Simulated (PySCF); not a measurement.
# HgH: single-point calculation

System: HgH, multiplicity 2.
Method: UHF/jorge-dzp-dkh, tda (PySCF 2.14.0).

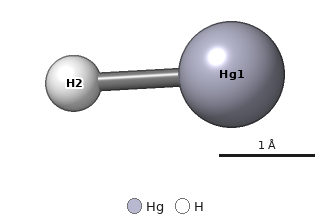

The structure as given in the input (ball-and-stick view, seen at a tilt; atoms are numbered from 1 in the order of the input). Sticks mark near contacts. Bond lengths as drawn: H–Hg 1.70 Å.

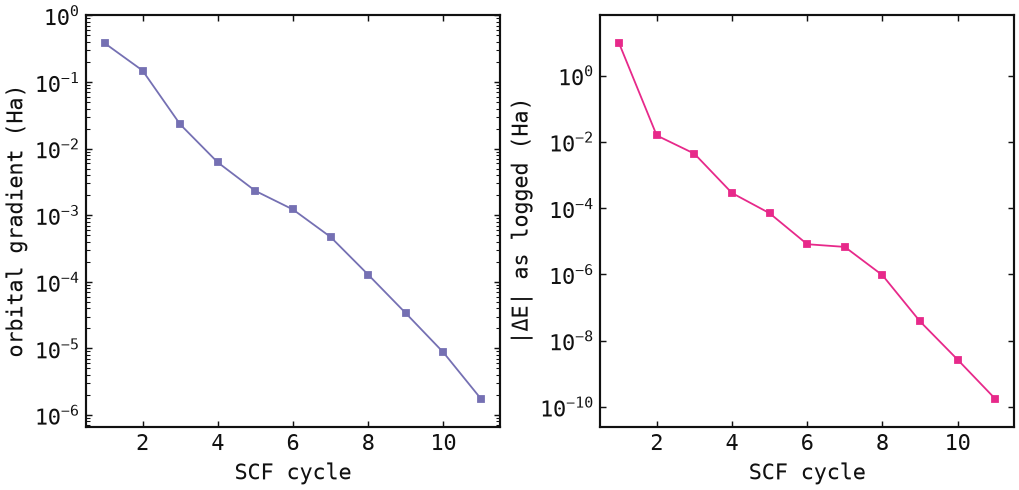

Convergence of the self-consistent field: orbital gradient and size of the energy change against the SCF cycle. The residual falls at every step.

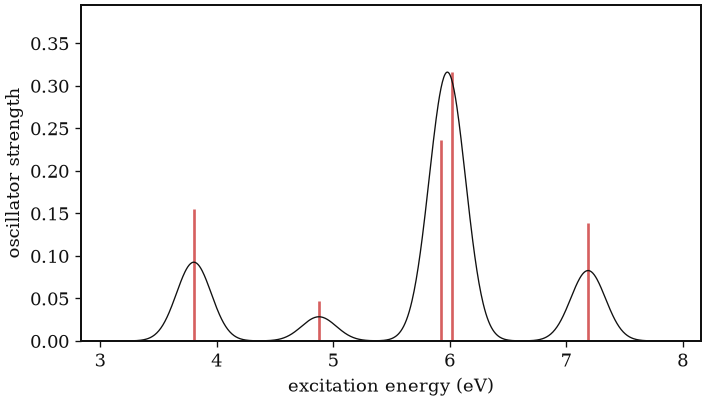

Computed excitations as sticks (degenerate states added up, dark ones marked on the axis), with a Gaussian envelope of 0.35 eV full width at half maximum, scaled to the tallest. Of the 6 states the lowest lies at 3.80 eV (f = 0.077); the strongest line is at 6.02 eV, or 206 nm (f = 0.316).

These pictures come from the run below.

Input
```python
from pyscf import gto, scf, tdscf

mol = gto.M(
    atom='Hg 0 0 0; H 0 0 1.695',
    basis='jorge-dzp-dkh',
    charge=0,
    spin=1,
    verbose=4,
)
mf = scf.UHF(mol)
mf = mf.sfx2c1e()
mf.kernel()
td = tdscf.TDA(mf)
td.nstates = 6
td.kernel()
td.analyze()
mf.dip_moment()
print('orbital energies (hartree):', [e[max(0, n-3):n+3].round(4) for e, n in zip(mf.mo_energy, mol.nelec)])
```

Run as:
```bash
OMP_NUM_THREADS=1 python input.py
```

Log
```
PySCF version 2.14.0

[INPUT] verbose = 4
[INPUT] num. atoms = 2
[INPUT] num. electrons = 81
[INPUT] charge = 0
[INPUT] spin (= nelec alpha-beta = 2S) = 1
[INPUT] symmetry False subgroup None
[INPUT] Mole.unit = angstrom
[INPUT] Symbol           X                Y                Z      unit          X                Y                Z       unit  Magmom
[INPUT]  1 Hg     0.000000000000   0.000000000000   0.000000000000 AA    0.000000000000   0.000000000000   0.000000000000 Bohr   0.0
[INPUT]  2 H      0.000000000000   0.000000000000   1.695000000000 AA    0.000000000000   0.000000000000   3.203085781138 Bohr   0.0

nuclear repulsion = 24.975915559646
number of shells = 23
number of NR pGTOs = 152
number of NR cGTOs = 65
basis = jorge-dzp-dkh
ecp = {}

******** <class 'pyscf.x2c.sfx2c1e.sfX2C1eUHF'> ********
method = sfX2C1eUHF
initial guess = minao
damping factor = 0
level_shift factor = 0
DIIS = <class 'pyscf.scf.diis.CDIIS'>
diis_start_cycle = 1
diis_space = 8
diis_damp = 0
SCF conv_tol = 1e-09
SCF conv_tol_grad = None
SCF max_cycles = 50
direct_scf = True
direct_scf_tol = 1e-13
number electrons alpha = 41  beta = 40

******** <class 'pyscf.x2c.sfx2c1e.SpinFreeX2CHelper'> ********
approx = 1e
xuncontract = 1
Set gradient conv threshold to 3.16228e-05
init E= -19583.2911653288
  alpha nocc = 41  HOMO = -0.160184840255997  LUMO = -0.00369724557443998
  beta  nocc = 40  HOMO = -0.516091300483952  LUMO = -0.160184840255997

WARN: HOMO -0.160184840255997 >= LUMO -0.160184840255997

cycle= 1 E= -19592.6989535397  delta_E= -9.41  |g|= 0.381  |ddm|=  1.2
  alpha nocc = 41  HOMO = -0.252297874316169  LUMO = 0.0519905008634861
  beta  nocc = 40  HOMO = -0.378640270852761  LUMO = 0.0176621500365997
  HOMO = -0.252297874316  LUMO = 0.0176621500366  gap/eV = 7.34599
cycle= 2 E= -19592.7145981403  delta_E= -0.0156  |g|= 0.149  |ddm|= 0.343
  alpha nocc = 41  HOMO = -0.265468362512563  LUMO = 0.04956942539515
  beta  nocc = 40  HOMO = -0.39581558329068  LUMO = 0.014405892795895
  HOMO = -0.265468362513  LUMO = 0.0144058927959  gap/eV = 7.61577
cycle= 3 E= -19592.7189998477  delta_E= -0.0044  |g|= 0.0232  |ddm|= 0.14
  alpha nocc = 41  HOMO = -0.265276216368562  LUMO = 0.0500459069781221
  beta  nocc = 40  HOMO = -0.393468267688233  LUMO = 0.0176229067554727
  HOMO = -0.265276216369  LUMO = 0.0176229067555  gap/eV = 7.69808
cycle= 4 E= -19592.719285538  delta_E= -0.000286  |g|= 0.00622  |ddm|= 0.0351
  alpha nocc = 41  HOMO = -0.266481690433018  LUMO = 0.0500888074600532
  beta  nocc = 40  HOMO = -0.39328807629752  LUMO = 0.0188920058062445
  HOMO = -0.266481690433  LUMO = 0.0188920058062  gap/eV = 7.76541
cycle= 5 E= -19592.7193557178  delta_E= -7.02e-05  |g|= 0.00232  |ddm|= 0.029
  alpha nocc = 41  HOMO = -0.2665590091242  LUMO = 0.0501059444078177
  beta  nocc = 40  HOMO = -0.393203184326856  LUMO = 0.0190994871825936
  HOMO = -0.266559009124  LUMO = 0.0190994871826  gap/eV = 7.77316
cycle= 6 E= -19592.7193638618  delta_E= -8.14e-06  |g|= 0.00122  |ddm|= 0.00681
  alpha nocc = 41  HOMO = -0.266672134594976  LUMO = 0.0501440423698876
  beta  nocc = 40  HOMO = -0.392784830966038  LUMO = 0.0193162409572523
  HOMO = -0.266672134595  LUMO = 0.0193162409573  gap/eV = 7.78214
cycle= 7 E= -19592.7193706146  delta_E= -6.75e-06  |g|= 0.000472  |ddm|= 0.0109
  alpha nocc = 41  HOMO = -0.26673131393514  LUMO = 0.0501589463738682
  beta  nocc = 40  HOMO = -0.392562344038678  LUMO = 0.0194077101536712
  HOMO = -0.266731313935  LUMO = 0.0194077101537  gap/eV = 7.78624
cycle= 8 E= -19592.7193715619  delta_E= -9.47e-07  |g|= 0.000128  |ddm|= 0.00477
  alpha nocc = 41  HOMO = -0.266741423017998  LUMO = 0.0501628622295611
  beta  nocc = 40  HOMO = -0.392492303162965  LUMO = 0.0194290192111115
  HOMO = -0.266741423018  LUMO = 0.0194290192111  gap/eV = 7.78709
cycle= 9 E= -19592.7193716  delta_E= -3.81e-08  |g|= 3.38e-05  |ddm|= 0.000918
  alpha nocc = 41  HOMO = -0.266742983593049  LUMO = 0.0501635721939012
  beta  nocc = 40  HOMO = -0.392481212715444  LUMO = 0.0194312630381921
  HOMO = -0.266742983593  LUMO = 0.0194312630382  gap/eV = 7.78720
cycle= 10 E= -19592.7193716027  delta_E= -2.67e-09  |g|= 8.71e-06  |ddm|= 0.000195
  alpha nocc = 41  HOMO = -0.266742698796337  LUMO = 0.0501635948429326
  beta  nocc = 40  HOMO = -0.392478433530303  LUMO = 0.0194310649255325
  HOMO = -0.266742698796  LUMO = 0.0194310649255  gap/eV = 7.78718
cycle= 11 E= -19592.7193716028  delta_E= -1.75e-10  |g|= 1.75e-06  |ddm|= 5.37e-05
  alpha nocc = 41  HOMO = -0.266742718673333  LUMO = 0.050163541687073
  beta  nocc = 40  HOMO = -0.392478541879138  LUMO = 0.0194309479163257
  HOMO = -0.266742718673  LUMO = 0.0194309479163  gap/eV = 7.78718
Extra cycle  E= -19592.7193716029  delta_E= -1.09e-11  |g|= 8.81e-07  |ddm|= 1.21e-05
converged SCF energy = -19592.7193716029  <S^2> = 0.76515118  2S+1 = 2.0150942

******** <class 'pyscf.tdscf.uhf.TDA'> for <class 'pyscf.x2c.sfx2c1e.sfX2C1eUHF'> ********
nstates = 6
deg_eia_thresh = 1.000e-03
wfnsym = None
conv_tol = 1e-05
eigh lindep = 1e-12
eigh level_shift = 0
eigh max_cycle = 100

Excitation energies (eV)
[3.80495328 3.80495328 4.87882434 5.9292531  6.01807741 7.1885691 ]

** Excitation energies and oscillator strengths **
Excited State   1:      3.80495 eV    325.85 nm  f=0.0774
      41a ->   42a      0.99611
Excited State   2:      3.80495 eV    325.85 nm  f=0.0774
      41a ->   43a     -0.99611
Excited State   3:      4.87882 eV    254.13 nm  f=0.0475
      41a ->   44a     -0.44797
      41a ->   45a      0.14534
      40b ->   41b      0.82147
      40b ->   44b     -0.10894
      40b ->   45b     -0.27207
Excited State   4:      5.92925 eV    209.11 nm  f=0.2361
      41a ->   44a      0.11296
      41a ->   45a      0.98110
Excited State   5:      6.01808 eV    206.02 nm  f=0.3160
      41a ->   44a     -0.87562
      40b ->   41b     -0.43990
      40b ->   45b      0.12897
Excited State   6:      7.18857 eV    172.47 nm  f=0.1384
      40a ->   42a     -0.19556
      40b ->   42b      0.97577

** Transition electric dipole moments (AU) **
state          X           Y           Z        Dip. S.      Osc.
  1         0.8993      0.1465      0.0000      0.8303      0.0774
  2         0.1465     -0.8993     -0.0000      0.8303      0.0774
  3         0.0000     -0.0000      0.6307      0.3977      0.0475
  4         0.0000      0.0000     -1.2748      1.6250      0.2361
  5         0.0000      0.0000     -1.4639      2.1431      0.3160
  6         0.8608      0.2118      0.0000      0.7859      0.1384

** Transition velocity dipole moments (imaginary part, AU) **
state          X           Y           Z        Dip. S.      Osc.
  1         0.0213      0.0035      0.0000      0.0005      0.0022
  2         0.0035     -0.0213      0.0000      0.0005      0.0022
  3         0.0000      0.0000      0.0047      0.0000      0.0001
  4        -0.0000     -0.0000     -0.1695      0.0287      0.0879
  5        -0.0000      0.0000     -0.1622      0.0263      0.0793
  6         0.1255      0.0309      0.0000      0.0167      0.0421

** Transition magnetic dipole moments (imaginary part, AU) **
state          X           Y           Z
  1        -0.1037      0.6369      0.0000
  2         0.6369      0.1037      0.0000
  3         0.0000      0.0000      0.0000
  4        -0.0000      0.0000     -0.0000
  5         0.0000      0.0000     -0.0000
  6         0.0181     -0.0734      0.0000
Dipole moment(X, Y, Z, Debye):  0.00000, -0.00000, -1.17959
orbital energies (hartree): [array([-0.5824, -0.4626, -0.2667,  0.0418,  0.0418,  0.1108]), array([-0.5806, -0.5806, -0.3925,  0.0194,  0.0502,  0.0502])]
```

Summary

```csv
quantity,value
outcome,converged
SCF energy,−19592.719372 hartree
⟨S²⟩,0.765
dipole moment,1.18 D
hardware,"1 CPU thread, shared host"
wall time,5.8 s
```
